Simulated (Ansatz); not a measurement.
**Run report: WH$_{2}$Cl$_{5}$OF, geometry relaxation (part 2 of 2)**

The same run, continued: WH$_{2}$Cl$_{5}$OF; RKS PBE/def2-SVP (Ansatz 0.2.0). The input holds or restrains some coordinates. It belongs to a series of runs on one base structure; here: pulled along the bonds that form and break, towards end B.

Geometry of the input (Å):
```
W  0.0000  0.0000  0.0000
O  0.0000  0.0000  2.2900
H  -0.9095  -0.2814  2.6271
Cl 2.3900  0.0000  0.0000
Cl 0.0000  2.3900  0.0000
F  -1.8500  0.0000  0.0000
Cl 0.0000  -2.3900  0.0000
Cl 0.0000  0.0000  -2.3900
Cl 1.7678  1.8416  0.8482
H  0.9192  0.9576  2.0562
```

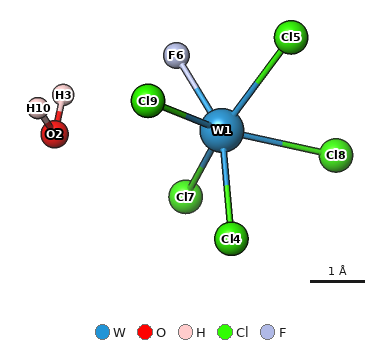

Fig. 1: The geometry at step 13 of the log (ball-and-stick view, seen at a tilt; atoms are numbered from 1 in the order of the input).

**Trajectory as extended XYZ, continued**
```
10
Properties=species:S:1:pos:R:3:forces:R:3 step=4 energy=-69186.07652
W     0.2165    0.2061   -0.2769   -0.9252  -0.9505   1.1142
O     0.0555   -0.0343    2.7244    1.9054  -1.3441  -0.1070
H    -0.8808   -0.2182    2.6272   -0.6493   1.1146  -0.4879
Cl    2.5142   -0.3051   -0.1171    0.5435  -3.3198  -1.1803
Cl   -0.3299    2.5259   -0.1230   -3.5387   0.5568  -1.1707
F    -1.7264    0.0067    0.0219    1.9628   0.2503   0.2527
Cl    0.0057   -2.2700    0.0084    0.1246   1.5834   0.1380
Cl    0.0122    0.0122   -2.4729    0.2769   0.2794  -0.7149
Cl    1.8454    1.8758    0.6037    1.4540   1.2238   2.0925
H     0.6051    0.7187    2.4358   -1.1540   0.6061   0.0633
10
Properties=species:S:1:pos:R:3:forces:R:3 step=5 energy=-69187.56561
W     0.2798    0.2497   -0.3139   -0.8280  -0.7193   0.7830
O     0.0779   -0.0949    2.7755    1.1492  -0.4530  -0.5563
H    -0.8835   -0.1816    2.6270    0.1671   0.9792  -0.2035
Cl    2.5073   -0.4874   -0.1773    0.0651  -1.6627  -0.7830
Cl   -0.5166    2.5029   -0.1739   -1.7254  -0.1802  -0.7422
F    -1.6144    0.0294    0.0586    1.1449   0.0386   0.2332
Cl    0.0207   -2.1482    0.0290   -0.0713   0.8557   0.1168
Cl    0.0483    0.0485   -2.5139    0.3182   0.3433  -0.4622
Cl    1.8461    1.8620    0.6063    1.0040   0.9566   1.3164
H     0.5519    0.7374    2.5141   -1.2238  -0.1581   0.2979
10
Properties=species:S:1:pos:R:3:forces:R:3 step=6 energy=-69188.39937
W     0.3220    0.2694   -0.3249   -0.3546  -0.3626   0.7606
O     0.1201   -0.1465    2.7661    0.2591   0.9033  -0.9703
H    -0.8631   -0.1182    2.6524    0.6259   0.3899   0.0831
Cl    2.4927   -0.6316   -0.2882    0.0530  -0.5417  -0.5748
Cl   -0.6719    2.4443   -0.2759   -0.5035  -0.0991  -0.5389
F    -1.5259    0.0123    0.1124    0.2678   0.0364   0.2362
Cl   -0.0120   -2.0679    0.0534   -0.0115   0.1233   0.0297
Cl    0.1206    0.1276   -2.5473    0.2475   0.2437  -0.1522
Cl    1.8454    1.8513    0.6851    0.2116   0.2625   0.6890
H     0.4895    0.7770    2.5984   -0.7955  -0.9557   0.4376
10
Properties=species:S:1:pos:R:3:forces:R:3 step=7 energy=-69188.75669
W     0.3286    0.2562   -0.3317    0.0437   0.0558   0.8914
O     0.1435   -0.1568    2.7388   -0.0938   2.0566  -0.6187
H    -0.8436   -0.0536    2.7044    0.5887  -0.1246   0.0683
Cl    2.4852   -0.6911   -0.4735    0.0516   0.0093  -0.3505
Cl   -0.7283    2.4036   -0.4465   -0.0254   0.0297  -0.4146
F    -1.4911    0.0081    0.1837    0.0472  -0.0097   0.2277
Cl   -0.0154   -2.0648    0.0509   -0.0157  -0.0336  -0.0404
Cl    0.1968    0.2010   -2.5724    0.0400  -0.0058  -0.1352
Cl    1.7902    1.7935    0.8122   -0.1734  -0.2196   0.3073
H     0.4516    0.8218    2.7657   -0.4630  -1.7582   0.0647
10
Properties=species:S:1:pos:R:3:forces:R:3 step=8 energy=-69188.93918
W     0.3396    0.2555   -0.3405    0.0141   0.0778   1.1839
O     0.1189   -0.1318    2.7368    0.0398   1.7173  -0.1857
H    -0.8625   -0.0416    2.6754    0.3715  -0.1262   0.0260
Cl    2.4897   -0.6877   -0.6332    0.0213   0.1609  -0.1510
Cl   -0.7381    2.3821   -0.5982    0.1952  -0.0717  -0.2028
F    -1.4303    0.0264    0.3674    0.3161   0.2030  -0.0080
Cl   -0.0007   -2.0703    0.0310   -0.0018   0.0855  -0.1597
Cl    0.2275    0.2236   -2.5876   -0.1377  -0.1850  -0.2957
Cl    1.7700    1.7253    0.9037   -0.4427  -0.2732  -0.0237
H     0.4034    0.8363    2.8766   -0.3758  -1.5883  -0.1833
10
Properties=species:S:1:pos:R:3:forces:R:3 step=9 energy=-69189.05998
W     0.3536    0.2533   -0.3410   -0.1282   0.1533   1.1508
O     0.1113   -0.1199    2.7560   -0.0058   0.9299   0.0451
H    -0.8631   -0.0764    2.6267    0.2717  -0.0833   0.0270
Cl    2.5055   -0.6543   -0.7326   -0.0313   0.2475   0.0677
Cl   -0.7017    2.3696   -0.7214    0.1781  -0.1056  -0.1039
F    -1.3654    0.1040    0.5384    0.6181   0.1424  -0.3241
Cl   -0.0018   -2.0712   -0.0142   -0.1074   0.2927  -0.1500
Cl    0.2130    0.1808   -2.5955   -0.2124  -0.2734  -0.3489
Cl    1.7270    1.6963    0.9689   -0.4078  -0.3086  -0.1914
H     0.3392    0.8356    2.9461   -0.1749  -0.9949  -0.1722
10
Properties=species:S:1:pos:R:3:forces:R:3 step=10 energy=-69189.24683
W     0.3583    0.2966   -0.3386   -0.1056   0.1236   0.6685
O     0.1292   -0.2036    2.7475   -0.0105   0.6928   0.1621
H    -0.8377   -0.1290    2.5901    0.2003  -0.0912   0.0411
Cl    2.5168   -0.5437   -0.7271    0.0299   0.1879   0.0341
Cl   -0.6139    2.3952   -0.8939    0.2002  -0.0538  -0.1333
F    -1.3363    0.2339    0.5653    0.3758   0.1737  -0.1157
Cl   -0.0315   -1.9959    0.0032   -0.0472   0.0737  -0.0415
Cl    0.1205    0.0044   -2.5900   -0.1368  -0.1178  -0.1847
Cl    1.6479    1.7376    1.0477   -0.3798  -0.2092  -0.2023
H     0.3643    0.7224    3.0272   -0.1263  -0.7797  -0.2283
10
Properties=species:S:1:pos:R:3:forces:R:3 step=11 energy=-69189.37714
W     0.3489    0.3043   -0.3421    0.0370   0.4083   0.2468
O     0.1376   -0.2793    2.7407    0.1130   0.5262   0.2669
H    -0.8287   -0.1922    2.6012    0.1276  -0.0493   0.0228
Cl    2.5316   -0.4373   -0.7172   -0.0531   0.0731   0.0028
Cl   -0.5007    2.4067   -1.0522    0.0783  -0.0947  -0.1194
F    -1.2997    0.3596    0.6236    0.2391   0.1448  -0.1502
Cl   -0.0628   -1.9608    0.0343   -0.0340   0.0369  -0.0600
Cl    0.0544   -0.0975   -2.6002   -0.0589  -0.1540   0.1241
Cl    1.5516    1.7886    1.0784   -0.3212  -0.2359  -0.0861
H     0.3851    0.6257    3.0650   -0.1278  -0.6555  -0.2478
10
Properties=species:S:1:pos:R:3:forces:R:3 step=12 energy=-69189.47103
W     0.3494    0.3519   -0.3331   -0.1632   0.2869  -0.0152
O     0.1632   -0.3647    2.7288    0.2067   0.5238   0.3081
H    -0.8009   -0.2646    2.5976    0.0293  -0.0310   0.0141
Cl    2.5289   -0.3576   -0.7037    0.0257   0.1902   0.0923
Cl   -0.4186    2.4151   -1.2290    0.2336  -0.2540  -0.0056
F    -1.2709    0.5088    0.6525    0.1651   0.0373  -0.0950
Cl   -0.0998   -1.8991    0.0289   -0.0805  -0.0301   0.1951
Cl   -0.0040   -0.2482   -2.5624   -0.0334   0.1629   0.0580
Cl    1.4543    1.8564    1.1489   -0.2459  -0.2435  -0.2602
H     0.4157    0.5197    3.1030   -0.1375  -0.6425  -0.2916
10
Properties=species:S:1:pos:R:3:forces:R:3 step=13 energy=-69189.53476
W     0.3279    0.3658   -0.3329    0.0775   0.1767   0.0597
O     0.1857   -0.4153    2.7099    0.1722   0.5457   0.3455
H    -0.7828   -0.3183    2.6144    0.0191  -0.0283   0.0219
Cl    2.5228   -0.2532   -0.7079    0.0245   0.0873   0.0526
Cl   -0.2545    2.4162   -1.3428    0.0448  -0.1000  -0.0274
F    -1.2896    0.5711    0.6314    0.0331   0.0851  -0.0923
Cl   -0.1049   -1.8787    0.0891   -0.0153  -0.0284   0.0995
Cl   -0.0888   -0.3088   -2.5328   -0.0632   0.0754   0.0112
Cl    1.3583    1.8867    1.1847   -0.1470  -0.1928  -0.1540
H     0.4432    0.4523    3.1183   -0.1457  -0.6207  -0.3167
10
Properties=species:S:1:pos:R:3:forces:R:3 step=14 energy=-69189.55865
W     0.3340    0.3850   -0.3358   -0.0222   0.1683   0.0164
O     0.1917   -0.4808    2.6833   -0.0163   0.7444   0.4704
H    -0.7871   -0.4058    2.6637    0.1879  -0.0537   0.0070
Cl    2.5445   -0.1361   -0.7092   -0.0434  -0.0419  -0.0954
Cl   -0.0995    2.4114   -1.4649    0.1169  -0.0991   0.0221
F    -1.2975    0.6731    0.5651   -0.0582  -0.0336   0.0018
Cl   -0.0743   -1.8481    0.1807    0.0675   0.0495  -0.1221
Cl   -0.2373   -0.3740   -2.4884    0.0647   0.0601   0.1405
Cl    1.2901    1.9173    1.2233   -0.1530  -0.1614  -0.1336
H     0.4530    0.3758    3.1138   -0.1439  -0.6326  -0.3072
10
Properties=species:S:1:pos:R:3:forces:R:3 step=15 energy=-69189.58890
W     0.3280    0.3780   -0.3235    0.3379   0.2018  -0.1221
O     0.1506   -0.4731    2.6972   -0.1075   0.6390   0.5266
H    -0.8269   -0.3772    2.6871    0.2078  -0.0577   0.0340
Cl    2.5321   -0.0365   -0.8539   -0.0162  -0.0573   0.0188
Cl    0.0947    2.4013   -1.5101   -0.0418  -0.0785   0.0320
F    -1.3362    0.6565    0.5138   -0.0569  -0.0286  -0.0144
Cl    0.0680   -1.8726    0.1996    0.0614   0.1271  -0.0526
Cl   -0.3810   -0.3899   -2.4317   -0.0746   0.0582   0.1131
Cl    1.2537    1.8810    1.2778   -0.1302  -0.1997  -0.1696
H     0.4346    0.3502    3.1751   -0.1799  -0.6042  -0.3658
10
Properties=species:S:1:pos:R:3:forces:R:3 step=16 energy=-69189.63845
W     0.3790    0.3747   -0.3361    0.1379   0.3210  -0.0686
O     0.0397   -0.4367    2.6864   -0.0350   0.4878   0.6530
H    -0.9324   -0.3900    2.8057    0.1555  -0.0164  -0.0322
Cl    2.5544    0.0088   -1.0192   -0.0166   0.0084  -0.0122
Cl    0.1717    2.3986   -1.5112   -0.0183   0.0328  -0.0031
F    -1.3042    0.6281    0.4780    0.0690  -0.0134  -0.0556
Cl    0.2676   -1.8651    0.2090    0.0586  -0.0036   0.0551
Cl   -0.5319   -0.3820   -2.3631   -0.0427  -0.0113   0.0225
Cl    1.3178    1.8203    1.2985   -0.0934  -0.2645  -0.2007
H     0.3558    0.3611    3.1834   -0.2149  -0.5408  -0.3583
10
Properties=species:S:1:pos:R:3:forces:R:3 step=17 energy=-69189.67428
W     0.4138    0.3725   -0.3442    0.1853   0.2960  -0.2711
O    -0.0605   -0.4113    2.6814   -0.2716   0.4465   0.7876
H    -1.0299   -0.3830    2.8550    0.3868  -0.0131  -0.0914
Cl    2.5607    0.0731   -1.1837   -0.1790  -0.0143  -0.0095
Cl    0.2305    2.4035   -1.5061   -0.0496   0.0141   0.0625
F    -1.2804    0.6103    0.4533    0.1819   0.0526  -0.0237
Cl    0.4618   -1.8559    0.2491    0.0479   0.1183   0.0340
Cl   -0.6644   -0.3947   -2.2964    0.1380  -0.0161   0.1722
Cl    1.4118    1.7361    1.3269   -0.2009  -0.3516  -0.2890
H     0.2740    0.3671    3.1964   -0.2389  -0.5323  -0.3716
10
Properties=species:S:1:pos:R:3:forces:R:3 step=18 energy=-69189.71340
W     0.4558    0.3856   -0.3535    0.2368   0.1320  -0.3959
O    -0.1628   -0.3883    2.6563   -0.5849   0.4043   1.0341
H    -1.1305   -0.3785    2.8756    0.6961  -0.0133  -0.1932
Cl    2.5364    0.0885   -1.3766   -0.2824   0.1838   0.1074
Cl    0.2023    2.4354   -1.4646    0.0424  -0.0919   0.1203
F    -1.2234    0.6355    0.4666    0.1659   0.0313  -0.1250
Cl    0.6346   -1.8184    0.3069   -0.0037   0.2005   0.0768
Cl   -0.7020   -0.4511   -2.2358    0.1701   0.0899   0.2472
Cl    1.5241    1.6375    1.3661   -0.2046  -0.4215  -0.5065
H     0.1832    0.3715    3.1905   -0.2356  -0.5153  -0.3651
10
Properties=species:S:1:pos:R:3:forces:R:3 step=19 energy=-69189.74255
W     0.4683    0.3666   -0.3664    0.5758   0.1256  -0.3813
O    -0.2497   -0.3649    2.6264   -0.5111   0.4799   1.2229
H    -1.2096   -0.3308    2.8675    0.5976  -0.0516  -0.1926
Cl    2.5109    0.1963   -1.5225   -0.4977  -0.0569   0.1842
Cl    0.2053    2.4552   -1.3976   -0.0325  -0.0966   0.1544
F    -1.2021    0.6410    0.4541    0.1452   0.0806  -0.1321
Cl    0.7801   -1.7971    0.4010    0.0049   0.3708  -0.1966
Cl   -0.7533   -0.5085   -2.1817    0.3029   0.0568   0.2933
Cl    1.6413    1.4806    1.3850   -0.3265  -0.3317  -0.5335
H     0.1261    0.3796    3.1658   -0.2587  -0.5770  -0.4188
10
Properties=species:S:1:pos:R:3:forces:R:3 step=20 energy=-69189.79542
W     0.4900    0.3411   -0.3332    0.5667   0.5149  -0.3773
O    -0.2972   -0.3717    2.6401   -0.2153   0.4058   0.8759
H    -1.2669   -0.2272    2.7067    0.3276  -0.0272  -0.0010
Cl    2.4087    0.2229   -1.6394   -0.0724   0.0198   0.0229
Cl    0.1608    2.4829   -1.2227    0.0177   0.0140  -0.0344
F    -1.1851    0.6227    0.4565   -0.2022   0.0296   0.0738
Cl    0.8973   -1.7651    0.4331    0.0639  -0.2440   0.0829
Cl   -0.7215   -0.5729   -2.1006    0.0071   0.0029  -0.0291
Cl    1.7534    1.3640    1.3918   -0.2204  -0.2004  -0.3409
H     0.0780    0.4210    3.0993   -0.2728  -0.5154  -0.2728
10
Properties=species:S:1:pos:R:3:forces:R:3 step=21 energy=-69189.79761
W     0.4844    0.3461   -0.3348    0.6018   0.3833  -0.3548
O    -0.3046   -0.3679    2.6399   -0.0021   0.3738   0.8732
H    -1.2676   -0.2264    2.7371    0.1038  -0.0070  -0.0036
Cl    2.3999    0.2263   -1.6516   -0.0575   0.0148   0.0925
Cl    0.1719    2.4818   -1.2450   -0.0077   0.0036   0.0465
F    -1.1942    0.6286    0.4523   -0.1089   0.0246  -0.0065
Cl    0.9074   -1.7683    0.4327    0.0111  -0.0852   0.0188
Cl   -0.7097   -0.5706   -2.1153   -0.0266  -0.0038   0.0504
Cl    1.7478    1.3584    1.4016   -0.2478  -0.1922  -0.4261
H     0.0823    0.4099    3.1146   -0.2662  -0.5119  -0.2904
10
Properties=species:S:1:pos:R:3:forces:R:3 step=22 energy=-69189.79912
W     0.4826    0.3452   -0.3393    0.5298   0.3354  -0.2493
O    -0.3101   -0.3684    2.6349    0.1373   0.3640   0.8449
H    -1.2668   -0.2190    2.7536   -0.0236   0.0049  -0.0042
Cl    2.4101    0.2310   -1.6354   -0.0868  -0.0002   0.0269
Cl    0.1764    2.4870   -1.2371   -0.0221  -0.0269  -0.0060
F    -1.2016    0.6295    0.4405   -0.0433   0.0178   0.0054
Cl    0.9059   -1.7764    0.4251    0.0042   0.0006   0.0221
Cl   -0.7177   -0.5796   -2.1117    0.0303   0.0379   0.0189
Cl    1.7453    1.3665    1.3930   -0.2622  -0.2271  -0.3662
H     0.0933    0.4020    3.1079   -0.2638  -0.5065  -0.2925
```
